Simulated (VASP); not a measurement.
Band structure of LaAg (space group P4/mmm). Computed with LDA (Ceperley-Alder, Perdew-Zunger), VASP's LDA PAW potentials (set 64) (plane waves; VASP 6.6.1).

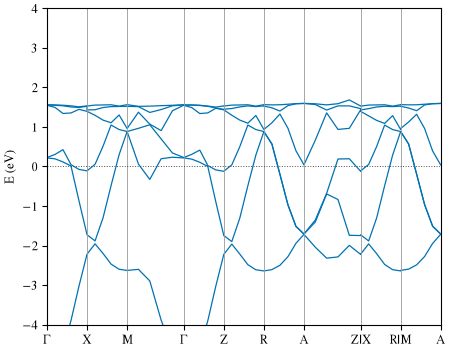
*Bands along high-symmetry lines, zero at the valence-band maximum or, without a gap, the Fermi level*

Read the plot: is there a gap, and where are the band edges?

It has no gap at this level: it comes out as a metal or semimetal.

The structure comes from a computed database's LaAg entry (P4/mmm); how it stands against other phases isn't given here. The cell was not relaxed at this level.
